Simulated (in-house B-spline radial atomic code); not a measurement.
**Cd⁶⁺: excited configurations**

How much energy does it take to promote electrons of Cd⁶⁺ to other shells? Each configuration is solved by itself and compared with the reference.

The numbers are computed with in-house B-spline radial atomic code version 1 (Dirac-Hartree-Fock, average of configuration, Fermi nucleus, basis-set limit), except any that are marked as measured or tabulated.

## (1) Starting point

```
element       : cadmium (Z = 48)
charge        : +6
electrons     : 42
configuration : [Kr] 4d6
Hamiltonian   : Dirac-Coulomb
nucleus       : Fermi, rms radius 4.609 fm
```

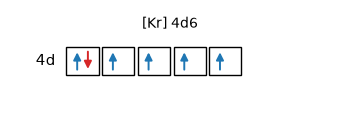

The shells outside the core, filled by Hund's rule for the drawing.

The boxes draw the filling by Hund's rule, which heavy ions in jj coupling don't follow; these runs average over all states of the configuration.

The run's settings:

```ini
Z = 48
electrons = 42.0
configuration = [Kr] 4d6
hamiltonian = dirac
method = hf
spin_polarised = False
nucleus = fermi
rms_radius = 4.6087
mass_number = 114
atomic_mass = 113.903364998
speed_of_light = 137.035999084
```

This reference run was done before. Its total energy is -5583.422285 hartree, and its levels are (the highest eight at most):

```
orbital  occupation  energy (eV)  <r> (bohr)
  3p3/2           4      -741.74      0.3583
  3d3/2           4      -533.60      0.3315
  3d5/2           6      -526.46      0.3349
  4s1/2           2      -221.44      0.8633
  4p1/2           2      -179.45      0.9097
  4p3/2           4      -172.91      0.9334
  4d3/2         2.4      -109.34       1.074
  4d5/2         3.6      -108.40       1.083
```

## (2) Run with [Kr] 4d5 8f1

The run's settings:

```ini
Z = 48
electrons = 42.0
configuration = [Kr] 4d5 8f1
hamiltonian = dirac
method = hf
spin_polarised = False
nucleus = fermi
rms_radius = 4.6087
mass_number = 114
atomic_mass = 113.903364998
speed_of_light = 137.035999084
```

## (3) Run with [Kr] 4d5 6d1

Changes to the settings of step 2:

```diff
@@ -2,3 +2,3 @@
 electrons = 42.0
-configuration = [Kr] 4d5 8f1
+configuration = [Kr] 4d5 6d1
 hamiltonian = dirac
```

## (4) [Ar] 3d9 4s2 4p6 4d6 8f1

Changes to the settings of step 3:

```diff
@@ -2,3 +2,3 @@
 electrons = 42.0
-configuration = [Kr] 4d5 6d1
+configuration = [Ar] 3d9 4s2 4p6 4d6 8f1
 hamiltonian = dirac
```

## (5) Configuration [Kr] 4d5 8p1

Changes to the settings of step 4:

```diff
@@ -2,3 +2,3 @@
 electrons = 42.0
-configuration = [Ar] 3d9 4s2 4p6 4d6 8f1
+configuration = [Kr] 4d5 8p1
 hamiltonian = dirac
```

## (6) Run with [Kr] 4d5 5f1

Changes to the settings of step 5:

```diff
@@ -2,3 +2,3 @@
 electrons = 42.0
-configuration = [Kr] 4d5 8p1
+configuration = [Kr] 4d5 5f1
 hamiltonian = dirac
```

## (7) [Kr] 4d5 4f1

Changes to the settings of step 6:

```diff
@@ -2,3 +2,3 @@
 electrons = 42.0
-configuration = [Kr] 4d5 5f1
+configuration = [Kr] 4d5 4f1
 hamiltonian = dirac
```

## (8) Run with [Kr] 4d5 6s1

Changes to the settings of step 7:

```diff
@@ -2,3 +2,3 @@
 electrons = 42.0
-configuration = [Kr] 4d5 4f1
+configuration = [Kr] 4d5 6s1
 hamiltonian = dirac
```

## (9) [Kr] 4d5 5d1

Changes to the settings of step 8:

```diff
@@ -2,3 +2,3 @@
 electrons = 42.0
-configuration = [Kr] 4d5 6s1
+configuration = [Kr] 4d5 5d1
 hamiltonian = dirac
```

**Question.** How far above the reference does each configuration lie (order and size, in eV)?

As calculated:

| net move | configuration | energy above the reference (eV) | with Breit, QED, recoil (eV) | largest <r> (bohr) |
| --- | --- | --- | --- | --- |
| 4d → 4f | [Kr] 4d5 4f1 | 57.255 | 57.243 | 1.73 |
| 4d → 5d | [Kr] 4d5 5d1 | 58.968 | 58.977 | 2.63 |
| 4d → 6s | [Kr] 4d5 6s1 | 65.606 | 65.635 | 3.46 |
| 4d → 5f | [Kr] 4d5 5f1 | 76.005 | 76.005 | 3.57 |
| 4d → 6d | [Kr] 4d5 6d1 | 77.919 | 77.928 | 4.48 |
| 4d → 8p | [Kr] 4d5 8p1 | 90.582 | 90.593 | 8.34 |
| 4d → 8f | [Kr] 4d5 8f1 | 95.945 | 95.951 | 11.4 |
| 3d → 8f | [Ar] 3d9 4s2 4p6 4d6 8f1 | 506.05 | 505.88 | 11.3 |

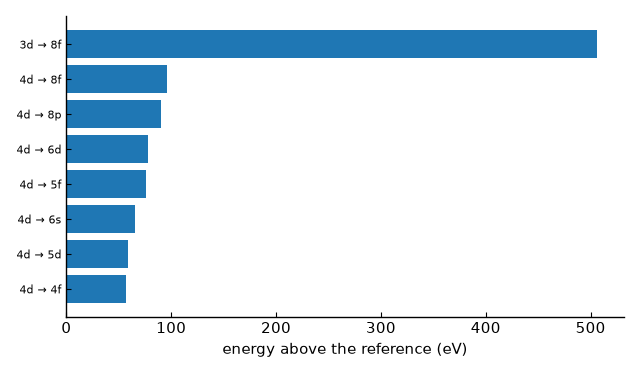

The configurations in order of energy, labelled by the net move of electrons.

Quantum defects of the promoted electron, δ = n − ζ/√(−2ε) with ζ = 7 and ε its orbital energy in hartree:

| promotion | δ |
| --- | --- |
| 4d → 5d | 1.297 |
| 4d → 6s | 2.015 |
| 4d → 5f | 0.407 |
| 4d → 6d | 1.259 |
| 4d → 8p | 1.736 |
| 4d → 8f | 0.428 |
| 3d → 8f | 0.464 |

**Reading.** The energies run from 57.255 eV (4d → 4f) to 506.05 eV (3d → 8f). Koopmans' estimate of the ionisation threshold is 108.40 eV; 1 configuration exceeds it by over 2 % and could autoionise. Of those tabulated, the defect is largest for 6s (2.01) and least for 5f (0.41): low angular momentum penetrates the core, high angular momentum stays outside it. Two partly filled shells share a symmetry and can mix in the average, which may lower the energy, for: 4d → 5d; 4d → 6d; 3d → 8f. These are averages over configurations, without correlation, not spectroscopic levels.
